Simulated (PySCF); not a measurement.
# PH3S (SMILES [PH3]=S) at r2SCAN/STO-6G

Aim: the vertical singlet–triplet gap of PH3S at r2SCAN/STO-6G, from 2 runs. 

Program for the calculation: PySCF 2.14.0.

11 further runs of the same task are left out: 1 that didn't finish, 10 set aside as unsound or not needed.

### 1 The structure to begin with

PH3S has 5 atoms, charge 0, and is taken as a singlet. SMILES: `[PH3]=S`. The coordinates come from a GFN2-xTB relaxation.

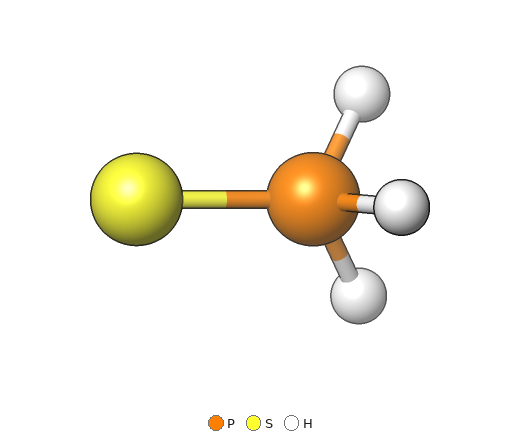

Viewed from a chosen angle; phosphorus orange, sulfur yellow, hydrogen white.

### 2 A single-point energy at r2SCAN/STO-6G

File calc.py:

```python
from pyscf import gto, dft

mol = gto.M(
    atom='''
P      0.014967    -0.012472     0.014475
S      2.384249    -1.778497     2.099977
H     -2.205008     0.872921     1.123518
H     -1.006222    -1.278551    -2.058271
H      0.812034     2.196580    -1.179699
''',
    verbose=4,
    spin=0,
    max_memory=1860,
    unit='bohr',
    basis='sto-6g',
)

mf = dft.RKS(mol)
mf.xc = 'r2scan'
mf.conv_tol = 1e-10
mf.grids.level = 5
mf.kernel()
if not mf.converged:
    mf = mf.newton().run(mf.mo_coeff, mf.mo_occ)

etot = mf.e_tot
print('E(%s) = %.9f' % ('R2SCAN', etot))
```

Started as:

```bash
$ OMP_NUM_THREADS=1 python calc.py
```

Log:

```text
PySCF version 2.14.0

[INPUT] num. atoms = 5
[INPUT] num. electrons = 34
[INPUT] charge = 0
[INPUT] spin (= nelec alpha-beta = 2S) = 0
[INPUT] symmetry False subgroup None
[INPUT] Mole.unit = bohr
[INPUT] Symbol           X                Y                Z      unit          X                Y                Z       unit  Magmom
[INPUT]  1 P      0.007920195316  -0.006599898175   0.007659840128 AA    0.014967000000  -0.012472000000   0.014475000000 Bohr   0.0
[INPUT]  2 S      1.261690235959  -0.941140082090   1.111259971856 AA    2.384249000000  -1.778497000000   2.099977000000 Bohr   0.0
[INPUT]  3 H     -1.166839983496   0.461929900133   0.594540121658 AA   -2.205008000000   0.872921000000   1.123518000000 Bohr   0.0
[INPUT]  4 H     -0.532469751526  -0.676580052199  -1.089190107098 AA   -1.006222000000  -1.278551000000  -2.058271000000 Bohr   0.0
[INPUT]  5 H      0.429709887292   1.162380077963  -0.624269826545 AA    0.812034000000   2.196580000000  -1.179699000000 Bohr   0.0

nuclear repulsion = 93.0892645552377
number of shells = 13
number of NR pGTOs = 126
number of NR cGTOs = 21
basis = sto-6g
ecp = {}

******** <class 'pyscf.dft.rks.RKS'> ********
method = RKS
initial guess = minao
damping factor = 0
level_shift factor = 0
DIIS = <class 'pyscf.scf.diis.CDIIS'>
diis_start_cycle = 1
diis_space = 8
diis_damp = 0
SCF conv_tol = 1e-10
SCF conv_tol_grad = None
SCF max_cycles = 50
direct_scf = True
direct_scf_tol = 1e-13
XC library pyscf.dft.libxc version 7.0.0
    S. Lehtola, C. Steigemann, M. J.T. Oliveira, and M. A.L. Marques.,  SoftwareX 7, 1–5 (2018)
XC functionals = r2scan
    J. W. Furness, A. D. Kaplan, J. Ning, J. P. Perdew, and J. Sun.,  J. Phys. Chem. Lett. 11, 8208-8215 (2020)
    J. W. Furness, A. D. Kaplan, J. Ning, J. P. Perdew, and J. Sun.,  J. Phys. Chem. Lett. 11, 9248-9248 (2020)
    J. W. Furness, A. D. Kaplan, J. Ning, J. P. Perdew, and J. Sun.,  J. Phys. Chem. Lett. 11, 8208-8215 (2020)
    J. W. Furness, A. D. Kaplan, J. Ning, J. P. Perdew, and J. Sun.,  J. Phys. Chem. Lett. 11, 9248-9248 (2020)
radial grids:
    Treutler-Ahlrichs [JCP 102, 346 (1995); DOI:10.1063/1.469408] (M4) radial grids

becke partition: Becke, JCP 88, 2547 (1988); DOI:10.1063/1.454033
pruning grids: <function nwchem_prune>
grids dens level: 5
symmetrized grids: False
atomic radii adjust function: <function treutler_atomic_radii_adjust>
small_rho_cutoff = 0
Set gradient conv threshold to 1e-05
Initial guess from minao.
tot grids = 157256
init E= -738.630329942404
  HOMO = -0.250295027498368  LUMO = 0.0905110222348697  gap/eV = 9.27380
cycle= 1 E= -738.494422344293  delta_E= 0.136  |g|= 0.462  |ddm|= 2.63
  HOMO = 0.0308078748622268  LUMO = 0.164458114964832  gap/eV = 3.63681
cycle= 2 E= -737.213686177999  delta_E= 1.28  |g|= 1.93  |ddm|=  4.9
  HOMO = -0.02913269992274  LUMO = 0.201666679794927  gap/eV = 6.28037
cycle= 3 E= -738.605970102245  delta_E= -1.39  |g|= 0.134  |ddm|= 3.69
  HOMO = -0.0256335185820883  LUMO = 0.210101110724954  gap/eV = 6.41467
cycle= 4 E= -738.612531957625  delta_E= -0.00656  |g|= 0.0389  |ddm|= 0.259
  HOMO = -0.034159847416019  LUMO = 0.205866554375591  gap/eV = 6.53145
cycle= 5 E= -738.613370983045  delta_E= -0.000839  |g|= 0.00278  |ddm|= 0.103
  HOMO = -0.0344846708219972  LUMO = 0.205794358594755  gap/eV = 6.53833
cycle= 6 E= -738.613373984039  delta_E= -3e-06  |g|= 0.000908  |ddm|= 0.00485
  HOMO = -0.0345824764879975  LUMO = 0.205793373965628  gap/eV = 6.54096
cycle= 7 E= -738.613374398197  delta_E= -4.14e-07  |g|= 2.69e-05  |ddm|= 0.00234
  HOMO = -0.0345854934132885  LUMO = 0.205793502650649  gap/eV = 6.54105
cycle= 8 E= -738.613374398549  delta_E= -3.51e-10  |g|= 1.58e-06  |ddm|= 6.78e-05
  HOMO = -0.0345855893523919  LUMO = 0.205793500636377  gap/eV = 6.54105
cycle= 9 E= -738.613374398549  delta_E= -3.41e-13  |g|= 5.42e-08  |ddm|= 4.9e-06
  HOMO = -0.0345856064721425  LUMO = 0.205793502688124  gap/eV = 6.54105
Extra cycle  E= -738.613374398551  delta_E= -2.16e-12  |g|= 9e-08  |ddm|= 3.78e-07
converged SCF energy = -738.613374398551
E(R2SCAN) = -738.613374399
```

It took 4.2 s on 1 thread of Arm Neoverse V2, shared host; peak memory 0.21 GiB.

### 3 The triplet

File calc.py:

```python
from pyscf import gto, dft

mol = gto.M(
    atom='''
P      0.007920    -0.006600     0.007660
S      1.261690    -0.941140     1.111260
H     -1.166840     0.461930     0.594540
H     -0.532470    -0.676580    -1.089190
H      0.429710     1.162380    -0.624270
''',
    spin=2,
    verbose=4,
    max_memory=1860,
    basis='sto-6g',
)

mf = dft.UKS(mol, xc='r2scan')
mf.conv_tol = 1e-10
mf.grids.level = 5
mf.kernel()
if not mf.converged:
    mf = mf.newton().run(mf.mo_coeff, mf.mo_occ)

e_final = mf.e_tot
print(f'total energy: {e_final:.8f} hartree')
```

Started as:

```bash
$ OMP_NUM_THREADS=1 python calc.py
```

Log:

```text
PySCF version 2.14.0

[INPUT] num. atoms = 5
[INPUT] num. electrons = 34
[INPUT] charge = 0
[INPUT] spin (= nelec alpha-beta = 2S) = 2
[INPUT] symmetry False subgroup None
[INPUT] Mole.unit = angstrom
[INPUT] Symbol           X                Y                Z      unit          X                Y                Z       unit  Magmom
[INPUT]  1 P      0.007920000000  -0.006600000000   0.007660000000 AA    0.014966630907  -0.012472192422   0.014475302114 Bohr   0.0
[INPUT]  2 S      1.261690000000  -0.941140000000   1.111260000000 AA    2.384248554102  -1.778496844873   2.099977053184 Bohr   0.0
[INPUT]  3 H     -1.166840000000   0.461930000000   0.594540000000 AA   -2.205008031187   0.872921188720   1.123517770099 Bohr   0.0
[INPUT]  4 H     -0.532470000000  -0.676580000000  -1.089190000000 AA   -1.006222469547  -1.278550901358  -2.058270797615 Bohr   0.0
[INPUT]  5 H      0.429710000000   1.162380000000  -0.624270000000 AA    0.812034212987   2.196579852672  -1.179699327782 Bohr   0.0

nuclear repulsion = 93.0892713525014
number of shells = 13
number of NR pGTOs = 126
number of NR cGTOs = 21
basis = sto-6g
ecp = {}

******** <class 'pyscf.dft.uks.UKS'> ********
method = UKS
initial guess = minao
damping factor = 0
level_shift factor = 0
DIIS = <class 'pyscf.scf.diis.CDIIS'>
diis_start_cycle = 1
diis_space = 8
diis_damp = 0
SCF conv_tol = 1e-10
SCF conv_tol_grad = None
SCF max_cycles = 50
direct_scf = True
direct_scf_tol = 1e-13
number electrons alpha = 18  beta = 16
XC library pyscf.dft.libxc version 7.0.0
    S. Lehtola, C. Steigemann, M. J.T. Oliveira, and M. A.L. Marques.,  SoftwareX 7, 1–5 (2018)
XC functionals = r2scan
    J. W. Furness, A. D. Kaplan, J. Ning, J. P. Perdew, and J. Sun.,  J. Phys. Chem. Lett. 11, 8208-8215 (2020)
    J. W. Furness, A. D. Kaplan, J. Ning, J. P. Perdew, and J. Sun.,  J. Phys. Chem. Lett. 11, 9248-9248 (2020)
    J. W. Furness, A. D. Kaplan, J. Ning, J. P. Perdew, and J. Sun.,  J. Phys. Chem. Lett. 11, 8208-8215 (2020)
    J. W. Furness, A. D. Kaplan, J. Ning, J. P. Perdew, and J. Sun.,  J. Phys. Chem. Lett. 11, 9248-9248 (2020)
radial grids:
    Treutler-Ahlrichs [JCP 102, 346 (1995); DOI:10.1063/1.469408] (M4) radial grids

becke partition: Becke, JCP 88, 2547 (1988); DOI:10.1063/1.454033
pruning grids: <function nwchem_prune>
grids dens level: 5
symmetrized grids: False
atomic radii adjust function: <function treutler_atomic_radii_adjust>
small_rho_cutoff = 0
Set gradient conv threshold to 1e-05
tot grids = 157256
init E= -738.630330161009
[... the frontier-level lines of each cycle are left out ...]



cycle= 1 E= -738.359145068118  delta_E= 0.271  |g|= 0.166  |ddm|= 3.01


cycle= 2 E= -738.240156183261  delta_E= 0.119  |g|= 0.335  |ddm|= 2.99


cycle= 3 E= -738.388674588502  delta_E= -0.149  |g|= 0.0649  |ddm|= 3.09


cycle= 4 E= -738.394016254758  delta_E= -0.00534  |g|= 0.0256  |ddm|= 0.864


cycle= 5 E= -738.395040012719  delta_E= -0.00102  |g|= 0.00604  |ddm|= 0.308


cycle= 6 E= -738.395079373861  delta_E= -3.94e-05  |g|= 0.00229  |ddm|= 0.0418


cycle= 7 E= -738.395086063238  delta_E= -6.69e-06  |g|= 0.000529  |ddm|= 0.0129


cycle= 8 E= -738.395086419841  delta_E= -3.57e-07  |g|= 0.000291  |ddm|= 0.00498


cycle= 9 E= -738.395086571175  delta_E= -1.51e-07  |g|= 9.16e-05  |ddm|= 0.00252


cycle= 10 E= -738.395086648628  delta_E= -7.75e-08  |g|= 3.72e-05  |ddm|= 0.00202


cycle= 11 E= -738.39508669999  delta_E= -5.14e-08  |g|= 3.63e-05  |ddm|= 0.00148


cycle= 12 E= -738.395086785152  delta_E= -8.52e-08  |g|= 3.61e-05  |ddm|= 0.00248


cycle= 13 E= -738.395087884776  delta_E= -1.1e-06  |g|= 3.47e-05  |ddm|= 0.0342


cycle= 14 E= -738.395088293143  delta_E= -4.08e-07  |g|= 3.13e-05  |ddm|= 0.0141


cycle= 15 E= -738.395090523113  delta_E= -2.23e-06  |g|= 0.000211  |ddm|= 0.127


cycle= 16 E= -738.395089996491  delta_E= 5.27e-07  |g|= 0.000544  |ddm|= 0.0749


cycle= 17 E= -738.395090163874  delta_E= -1.67e-07  |g|= 0.0005  |ddm|= 0.0147


cycle= 18 E= -738.395090315702  delta_E= -1.52e-07  |g|= 0.000447  |ddm|= 0.00715


cycle= 19 E= -738.395090877244  delta_E= -5.62e-07  |g|= 0.000155  |ddm|= 0.00881


cycle= 20 E= -738.395090953208  delta_E= -7.6e-08  |g|= 7.77e-06  |ddm|= 0.00324


cycle= 21 E= -738.395090953836  delta_E= -6.28e-10  |g|= 5.44e-07  |ddm|= 0.00279


cycle= 22 E= -738.395090953853  delta_E= -1.71e-11  |g|= 3.48e-07  |ddm|= 0.000283


Extra cycle  E= -738.395090953854  delta_E= -1.14e-12  |g|= 3.11e-07  |ddm|= 6.68e-06
converged SCF energy = -738.395090953854  <S^2> = 2.0019504  2S+1 = 3.0013
total energy: -738.39509095 hartree
```

It took 13 s on 1 thread of Arm Neoverse V2, shared host; peak memory 0.22 GiB.

### 4 What came out

At r2SCAN/STO-6G:

| quantity | value |
| --- | --- |
| singlet: total energy | -738.61337 Eh |
| singlet: dipole moment | 3.45 D |
| singlet: HOMO energy | -0.94 eV |
| singlet: LUMO energy | 5.60 eV |
| singlet: HOMO–LUMO gap | 6.54 eV |
| triplet: total energy | -738.39509 Eh |
| triplet: dipole moment | 1.79 D |
| triplet: ⟨S²⟩ | 2.002 |
| vertical energy of the triplet above the singlet | 5.940 eV |

In words: At this shape the triplet lies 5.94 eV (573 kJ/mol) above the singlet. In a minimal basis such a difference can be off by several eV, whatever the method. Mulliken charges (singlet) run from -0.30 on S2 to +0.48 on P1. Mulliken charges (triplet) run from -0.14 on S2 to +0.40 on P1.
